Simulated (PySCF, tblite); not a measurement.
# C₈H₁₄BN: geometry, infrared bands and NMR shifts

Wanted: the infrared bands and NMR shifts of C₈H₁₄BN (`CCBc1c(C)ccn1C`), by calculation.

Computed with tblite 0.8.0 and PySCF 2.14.0, with density-fitted response routines of our own, on a single molecule in the gas phase. Atoms are numbered from 0 throughout.

## 1. Starting geometry

24 atoms, charge 0, multiplicity 1; geometry from: force field or distance geometry start.

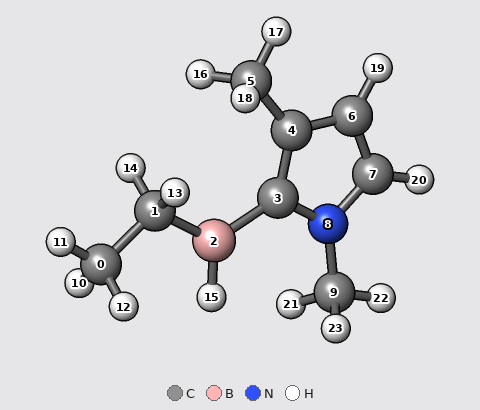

As it starts; carbon grey, boron pink, nitrogen blue, hydrogen white, atoms numbered.

## 2. Relaxing the molecule with GFN2-xTB

What the job is given:

```
{"job": {"kind": "relax", "xc": "GFN2-xTB", "basis": "xTB"}, "charge": 0, "multiplicity": 1}
C      3.419700    -0.207600    -0.611200
C      2.088900     0.487900    -0.276600
B      0.889400    -0.560800    -0.245300
C     -0.622300    -0.154800     0.065000
C     -1.129800     1.097100     0.390700
C     -0.398900     2.398100     0.489000
C     -2.488000     0.952400     0.581000
C     -2.763400    -0.380400     0.398300
N     -1.636500    -1.057400     0.086800
C     -1.568700    -2.490600    -0.178600
H      3.648900    -0.986300     0.142600
H      4.226000     0.542400    -0.612300
H      3.351200    -0.669100    -1.608000
H      1.896700     1.265700    -1.028900
H      2.184400     0.961500     0.735800
H      1.115000    -1.688600    -0.478100
H      0.375400     2.337700     1.291800
H     -1.096700     3.212800     0.755400
H      0.077200     2.652600    -0.473900
H     -3.192400     1.727000     0.848100
H     -3.752400    -0.832100     0.481800
H     -0.886400    -2.970000     0.552000
H     -2.561600    -2.951800    -0.085900
H     -1.187400    -2.665800    -1.211800
```

Run with:

```console
> OMP_NUM_THREADS=1 python probes_run.py task.json out
```

This one command runs all jobs of the session in turn.

Log:

```text
step      E/eV     max force
  0    -773.25553    3.265
  1    -773.42607    0.651
  2    -773.46148    0.396
  3    -773.48735    0.278
  4    -773.49367    0.231
  5    -773.49817    0.184
  6    -773.50296    0.186
  7    -773.50733    0.179
  8    -773.50993    0.116
  9    -773.51117    0.072
 10    -773.51193    0.061
 11    -773.51264    0.071
 12    -773.51325    0.066
 13    -773.51370    0.050
 14    -773.51400    0.047
 15    -773.51421    0.039
 16    -773.51439    0.042
 17    -773.51454    0.031
 18    -773.51467    0.027
 19    -773.51479    0.027
 20    -773.51488    0.019
 21    -773.51495    0.021
 22    -773.51502    0.021
 23    -773.51507    0.019
 24    -773.51512    0.017
 25    -773.51516    0.015
 26    -773.51520    0.019
 27    -773.51523    0.014
 28    -773.51525    0.011
 29    -773.51527    0.010
 30    -773.51528    0.009
```

Run time: 0.47 s. Hardware: 1 thread of Arm Neoverse N1, shared host.

The steps of the relaxation:

```
step  energy from step 0 (eV)  largest force (eV/Å)
   0                   0.0000                3.2653
   1                  -0.1705                0.6515
   2                  -0.2060                0.3962
   3                  -0.2318                0.2781
   4                  -0.2381                0.2312
   5                  -0.2426                0.1842
   6                  -0.2474                0.1859
   7                  -0.2518                0.1794
   8                  -0.2544                0.1158
   9                  -0.2556                0.0718
  10                  -0.2564                0.0610
  11                  -0.2571                0.0713
  12                  -0.2577                0.0664
  13                  -0.2582                0.0501
  14                  -0.2585                0.0470
  15                  -0.2587                0.0388
  16                  -0.2589                0.0416
  17                  -0.2590                0.0306
  18                  -0.2591                0.0266
  19                  -0.2593                0.0268
  20                  -0.2593                0.0191
  21                  -0.2594                0.0210
  22                  -0.2595                0.0212
  23                  -0.2595                0.0192
  24                  -0.2596                0.0168
  25                  -0.2596                0.0146
  26                  -0.2597                0.0187
  27                  -0.2597                0.0136
  28                  -0.2597                0.0106
  29                  -0.2597                0.0099
  30                  -0.2597                0.0087
```

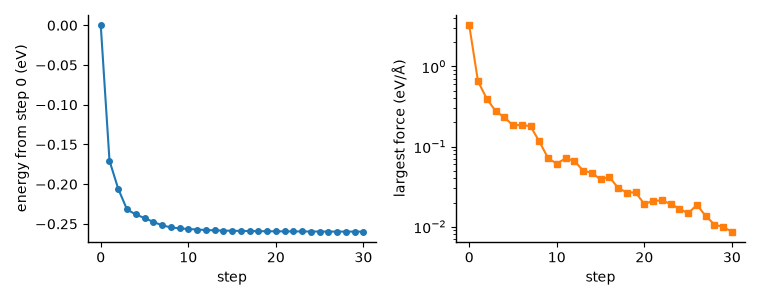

Energy and force, step by step.

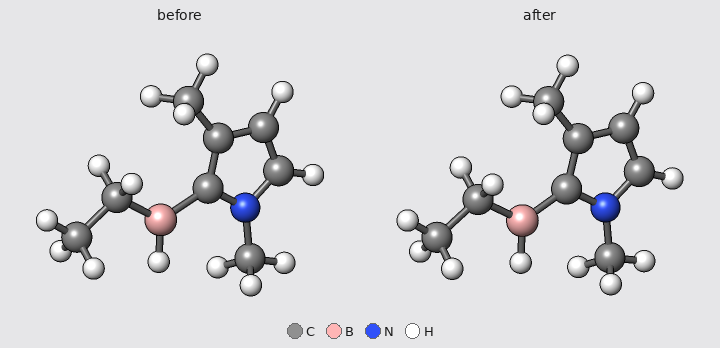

Before and after, at one scale.

Distances of close pairs at the start and the end, largest changes first:

```csv
bond,before (Å),after (Å),change (Å)
B2–C3,1.596,1.520,-0.076
C3–N8,1.358,1.386,+0.028
C1–H14,1.122,1.094,-0.028
C5–H16,1.117,1.089,-0.028
C9–H23,1.115,1.092,-0.024
N8–C9,1.459,1.436,-0.023
C0–H10,1.108,1.088,-0.020
C4–C6,1.379,1.398,+0.019
```

The next job starts from the end point, and lists it.

## 3. Infrared spectrum with GFN2-xTB

What the job is given:

```
{"job": {"kind": "ir", "xc": "GFN2-xTB", "basis": "xTB"}, "charge": 0, "multiplicity": 1}
C      3.421092    -0.196817    -0.609322
C      2.067720     0.432034    -0.272162
B      0.851311    -0.581791    -0.245281
C     -0.571697    -0.151759     0.069615
C     -1.115740     1.105241     0.383840
C     -0.396831     2.404593     0.494115
C     -2.489325     0.943033     0.585580
C     -2.771928    -0.390639     0.396307
N     -1.636164    -1.039478     0.090870
C     -1.562404    -2.448897    -0.172338
H      3.677825    -0.963779     0.118280
H      4.214432     0.549985    -0.609804
H      3.392051    -0.661441    -1.592602
H      1.871310     1.231119    -0.992956
H      2.154512     0.936123     0.694815
H      1.069030    -1.712727    -0.480014
H      0.373587     2.359432     1.262695
H     -1.098805     3.194909     0.752024
H      0.087608     2.662968    -0.446535
H     -3.195756     1.709402     0.839946
H     -3.712745    -0.904947     0.462916
H     -0.893809    -2.939473     0.537477
H     -2.557005    -2.883323    -0.078255
H     -1.190004    -2.634006    -1.181657
```

Log:

```text
mode    cm-1     km/mol
  1      49.4      0.03
  2      82.7      0.41
  3     122.3      1.23
  4     126.8      0.27
  5     133.2      0.28
  6     163.9      0.06
  7     225.2      0.38
  8     236.8      2.31
  9     264.8      0.35
 10     288.8      0.22
 11     293.7      0.11
 12     325.3      2.46
 13     459.1      0.38
 14     528.1      2.74
 15     586.7      0.27
 16     586.9      1.55
 17     635.5      0.91
 18     728.4      4.01
 19     768.5      4.85
 20     783.8     31.89
 21     794.9     77.14
 22     821.4      1.32
 23     924.9     33.96
 24     977.5     16.21
 25     978.9     13.88
 26    1003.7     16.40
 27    1027.7      9.01
 28    1054.9      2.05
 29    1059.7      0.41
 30    1071.0      1.24
 31    1081.6      2.22
 32    1103.0      0.06
 33    1127.0     32.41
 34    1197.4      1.04
 35    1242.4      2.76
 36    1247.2     52.71
 37    1319.5     16.75
 38    1357.7     36.79
 39    1399.0     33.72
 40    1407.9     52.56
 41    1410.4     48.65
 42    1415.7      0.39
 43    1430.4    146.67
 44    1462.1      6.76
 45    1464.1      9.80
 46    1479.6      3.73
 47    1482.8      2.16
 48    1492.3      0.31
 49    1511.6      3.92
 50    1514.7      1.30
 51    1515.8      1.02
 52    1536.5     95.48
 53    2592.2    167.61
 54    2936.8     43.53
 55    2960.0     28.76
 56    2979.5     19.65
 57    2996.4     24.60
 58    3000.7     28.30
 59    3005.8     70.65
 60    3014.3     24.23
 61    3022.4     22.08
 62    3026.7     58.59
 63    3032.7     35.91
 64    3033.4     40.70
 65    3135.1     23.88
 66    3157.2     47.71
```

It took 1.9 s on 1 thread of Arm Neoverse N1, shared host.

Which atoms move in the most intense modes:

| cm⁻¹ | km/mol | atoms |
| --- | --- | --- |
| 795 | 77.1 | H15 23 %, B2 22 % |
| 1247 | 52.7 | B2 19 %, C3 13 %, C4 13 % |
| 1408 | 52.6 | C6 17 %, C7 14 % |
| 1430 | 146.7 | C4 25 %, N8 24 %, C3 13 % |
| 1536 | 95.5 | C4 29 %, C7 22 %, C6 19 %, C3 18 % |
| 2592 | 167.6 | H15 92 % |
| 3006 | 70.7 | H11 88 % |
| 3027 | 58.6 | H10 46 %, H12 45 % |

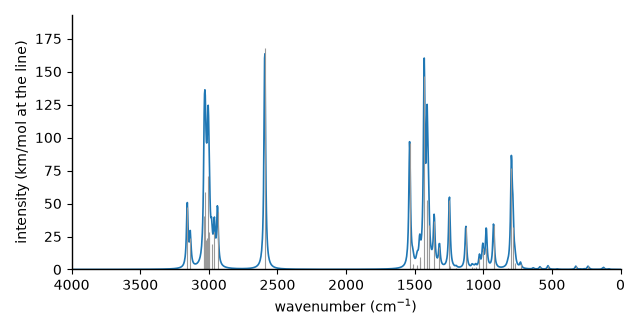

The infrared spectrum from these modes, unscaled. Lines are broadened to a width of 14 cm⁻¹ (Lorentzian).

## 4. Shielding tensors: PBE0/pcSseg-1

Same as in step 3 but for these lines:

```diff
@@ -1,2 +1,2 @@
-{"job": {"kind": "ir", "xc": "GFN2-xTB", "basis": "xTB"}, "charge": 0, "multiplicity": 1}
+{"job": {"kind": "nmr", "xc": "PBE0", "basis": "pcSseg-1"}, "charge": 0, "multiplicity": 1}
 C      3.421092    -0.196817    -0.609322
```

Level: GIAO PBE0/pcSseg-1 NMR shielding, non-relativistic, gas phase.

Log:

```text
coarse grid: 19520 points
cycle   1  E = -392.2188694775  dE =  1.443e+00  |g| = 5.275e-01  |ddm| = 4.403e+00
cycle   2  E = -392.1837584281  dE =  3.511e-02  |g| = 6.662e-01  |ddm| = 1.213e+00
cycle   3  E = -392.2934714901  dE = -1.097e-01  |g| = 1.403e-01  |ddm| = 7.142e-01
cycle   4  E = -392.2978856132  dE = -4.414e-03  |g| = 3.941e-02  |ddm| = 1.531e-01
cycle   5  E = -392.2982188530  dE = -3.332e-04  |g| = 1.267e-02  |ddm| = 3.961e-02
cycle   6  E = -392.2982537449  dE = -3.489e-05  |g| = 4.163e-03  |ddm| = 1.384e-02
cycle   7  E = -392.2982579572  dE = -4.212e-06  |g| = 1.327e-03  |ddm| = 5.375e-03
final grid: 187072 points
cycle   8  E = -392.3548022236  dE = -7.011e-05  |g| = 1.018e-02  |ddm| = 5.404e-02
cycle   9  E = -392.3547958922  dE =  6.331e-06  |g| = 1.143e-02  |ddm| = 2.083e-02
cycle  10  E = -392.3548294351  dE = -3.354e-05  |g| = 1.422e-03  |ddm| = 1.116e-02
cycle  11  E = -392.3548299528  dE = -5.177e-07  |g| = 3.803e-04  |ddm| = 1.813e-03
cycle  12  E = -392.3548299871  dE = -3.434e-08  |g| = 1.609e-04  |ddm| = 5.199e-04
cycle  13  E = -392.3548299925  dE = -5.415e-09  |g| = 3.755e-05  |ddm| = 1.294e-04
cycle  14  E = -392.3548299928  dE = -2.542e-10  |g| = 1.655e-05  |ddm| = 4.143e-05
converged SCF energy = -392.3548299928

GIAO shielding tensors (ppm)
atom      isotropic    diamagn.    paramagn.     s11        s22        s33       span
  0 C      170.610     243.278     -72.668    156.453    170.008    185.371     28.918
  1 C      165.899     254.691     -88.792    151.238    165.570    180.890     29.652
  2 B       40.410     197.200    -156.791    -14.216     19.320    116.126    130.343
  3 C       42.150     255.435    -213.284    -41.723     31.262    136.912    178.635
  4 C       38.570     264.114    -225.544    -38.401      6.751    147.361    185.762
  5 C      167.422     247.234     -79.812    159.987    160.923    181.355     21.368
  6 C       69.913     253.978    -184.065     -7.504     71.237    146.006    153.510
  7 C       51.483     254.359    -202.876    -22.136     57.384    119.200    141.335
  8 N       77.514     336.135    -258.621    -28.168     88.872    171.838    200.006
  9 C      148.402     243.094     -94.692    130.429    132.955    181.822     51.393
 10 H       30.330      28.965       1.365     26.565     28.217     36.207      9.641
 11 H       30.369      27.152       3.217     24.971     28.816     37.319     12.348
 12 H       30.329      28.960       1.369     26.567     28.212     36.208      9.642
 13 H       30.314      34.927      -4.613     24.189     31.455     35.297     11.108
 14 H       30.312      34.934      -4.622     24.179     31.445     35.312     11.133
 15 H       24.894      35.343     -10.448     19.435     24.157     31.091     11.656
 16 H       29.196      31.563      -2.367     24.528     28.672     34.387      9.859
 17 H       29.357      29.395      -0.038     23.823     29.094     35.153     11.330
 18 H       29.195      31.567      -2.372     24.522     28.679     34.384      9.861
 19 H       25.467      33.536      -8.069     23.103     25.989     27.308      4.205
 20 H       24.982      31.161      -6.179     22.012     25.826     27.108      5.096
 21 H       27.544      29.548      -2.004     22.661     26.296     33.674     11.013
 22 H       28.283      28.146       0.137     23.292     27.964     33.594     10.303
 23 H       27.555      29.535      -1.980     22.690     26.270     33.704     11.014
```

Run time: 1.8 min. Hardware: 1 thread of Arm Neoverse N1, shared host; peak memory 1 GiB.

The references, computed at this level on geometries of the same kind, shield at (ppm): 1H TMS 31.72, 13C TMS 186.9, 15N NH3 267.7, 11B BF3·OEt2 100.1. Their shielding less the atom's gives the shift. The references are single molecules in the gas phase, so shifts against H2O, NH3, PH3, H3PO4 or CFCl3 are not on the usual liquid scales and can be off by tens of ppm. Atoms listed in one row are averaged.

```csv
atoms,environment,σ (ppm),δ (ppm),δ scaled to CDCl3
C4,substituted aromatic carbon,38.6,148.4,142.9
C3,substituted aromatic carbon next to a ring nitrogen,42.2,144.8,139.4
C7,aromatic CH next to a ring nitrogen,51.5,135.4,130.3
C6,aromatic CH,69.9,117.0,112.3
C9,methyl carbon bonded to N,148.4,38.5,35.7
C1,sp3 CH2 bonded to B,165.9,21.0,18.6
C5,methyl carbon on an aromatic ring,167.4,19.5,17.1
C0,methyl carbon,170.6,16.3,14.0
H15,hydrogen on a boron bonded to 2 C,24.89,6.82,–
H20,hydrogen on an aromatic CH next to a ring nitrogen,24.98,6.74,6.46
H19,hydrogen on an aromatic CH,25.47,6.25,6.00
"H21, H22, H23",hydrogen on a methyl carbon bonded to N,27.79,3.92,3.80
"H16, H17, H18",hydrogen on a methyl carbon on an aromatic ring,29.25,2.47,2.43
"H13, H14",hydrogen on an sp3 CH2 bonded to B,30.31,1.40,1.43
"H10, H11, H12",hydrogen on a methyl carbon,30.34,1.37,1.40
B2,"boron bonded to 2 C, H",40.4,59.7,–
N8,pyrrole-type ring nitrogen,77.5,190.2,–
```

The scaled column applies a straight-line fit of computed shieldings to shifts measured in CDCl3 (root-mean-square error 0.16 ppm for H, 1.9 ppm for C).

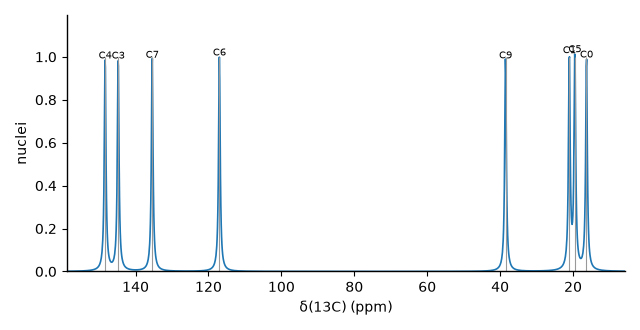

13C lines at the computed shifts, without couplings. Lines are broadened to a width of 0.53 ppm (Lorentzian).

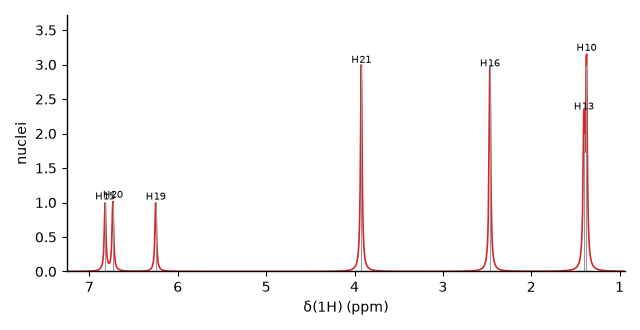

1H lines at the computed shifts, without couplings. Lines are broadened to a width of 0.02 ppm (Lorentzian).

The run also stored atomic charges by several schemes (e):

| atoms | Mulliken | IAO | Hirshfeld | ESP fit |
| --- | --- | --- | --- | --- |
| C0 | -0.25 | -0.40 | -0.12 | -0.41 |
| C1 | -0.55 | -0.39 | -0.14 | 0.01 |
| B2 | 0.36 | 0.06 | 0.11 | 0.39 |
| C3 | 0.11 | -0.11 | -0.07 | -0.58 |
| C4 | -0.40 | 0.01 | -0.01 | 0.41 |
| C5 | -0.11 | -0.42 | -0.11 | -0.65 |
| C6 | -0.13 | -0.24 | -0.11 | -0.42 |
| C7 | 0.19 | -0.08 | -0.01 | -0.23 |
| N8 | -0.65 | -0.04 | 0.00 | 0.33 |
| C9 | -0.04 | -0.31 | -0.05 | -0.40 |

Mulliken charges:

C0 -0.25; C1 -0.55; B2 0.36; C3 0.11; C4 -0.40; C5 -0.11; C6 -0.13; C7 0.19; N8 -0.65; C9 -0.04; H10 0.11; H11 0.10; H12 0.11; H13 0.13; H14 0.13; H15 -0.03; H16 0.13; H17 0.12; H18 0.13; H19 0.05; H20 0.10; H21 0.14; H22 0.12; H23 0.14

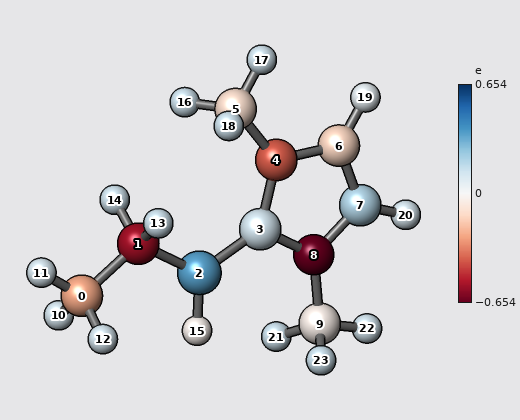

Mulliken charges, as colours on the atoms.

Mayer bond orders: C0–C1 1.07, C1–B2 0.97, B2–C3 1.14, C3–C4 1.32, C4–C5 1.10, C4–C6 1.46, C6–C7 1.41, C7–N8 1.25, N8–C9 0.93, N8–C3 0.97.

Ring of atoms C3, C4, C6, C7, N8: NICS(0) -10.6, NICS(1) -9.8, NICS(1)zz -24.7 ppm (means of both faces).

## 5. Outcome

| quantity | value |
| --- | --- |
| strongest single infrared mode (GFN2-xTB) | 2592 cm⁻¹, 168 km/mol |
| zero-point energy (GFN2-xTB) | 127.5 kcal/mol |
| 13C shifts against TMS (PBE0/pcSseg-1) | 148.4, 144.8, 135.4, 117.0, 38.5, 21.0, 19.5, 16.3 ppm |
| 1H shifts against TMS (PBE0/pcSseg-1, means over atoms taken as alike) | 6.82, 6.74, 6.25, 3.92, 2.47, 1.40, 1.37 ppm |
| 11B shifts against BF3·OEt2 (PBE0/pcSseg-1) | 59.7 ppm |
| 15N shifts against NH3 (PBE0/pcSseg-1) | 190.2 ppm |

Relaxing lowered the energy by 0.260 eV in 30 steps; the close pair that moved most is B2–C3, from 1.596 to 1.520 Å. No mode is imaginary among the 66: a minimum at this level. The strongest single mode, at 2592 cm⁻¹, moves mainly H15. GFN2-xTB is a fitted tight-binding method: band positions and strengths are rough. Its intensities can rank the bands wrongly. At PBE0/pcSseg-1: The largest span, 200 ppm, is at N8, where the paramagnetic term is -259 ppm. NICS(1)zz of -25 ppm above the planar ring from C3 marks a diatropic (aromatic) ring current.
